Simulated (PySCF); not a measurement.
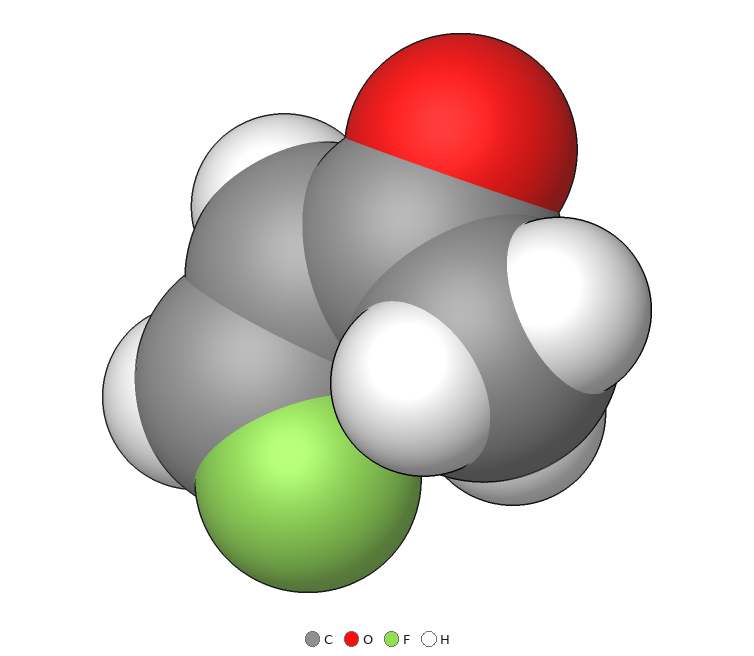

Computed geometry: GFN2-xTB optimisation. No frequency run is at hand to confirm it as a minimum.

Give the structural formula.

SMILES: CC(=O)/C=C\F

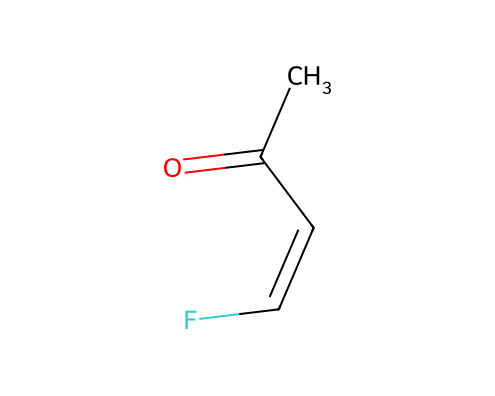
